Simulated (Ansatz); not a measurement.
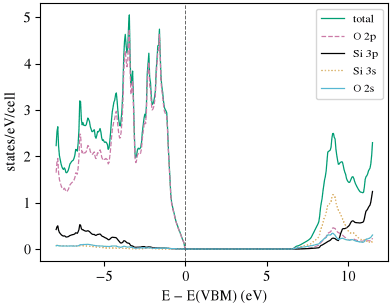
Total and projected density of states of SiO₂ (rutile, P4_2/mnm), plane-wave PAW r²SCAN (Ansatz code)

### Question
Which orbitals carry the states next to the gap?

### Answer
Top 1 eV of the valence band: O 2p 98 %. Bottom 1 eV of the conduction band: Si 3s 51 %, O 2s 35 %, O 2p 7 %. Projections are on Löwdin-orthogonalised atomic valence shells; empty p or d shells of many metals are not among them.

### Question
Where is the tallest occupied peak in this window, and what makes it?

### Answer
Near -3.4 eV, about 5.0 states/eV per cell; the largest projected share is O 2p.

This is a known high-pressure phase of the composition, computed here at zero pressure and temperature. Symmetry was held in the r²SCAN relaxation; whether a distortion lowers the energy is not shown. The volume moved by 38 % from the start of the relaxation.

Potentials: the later of the program's two PAW sets.
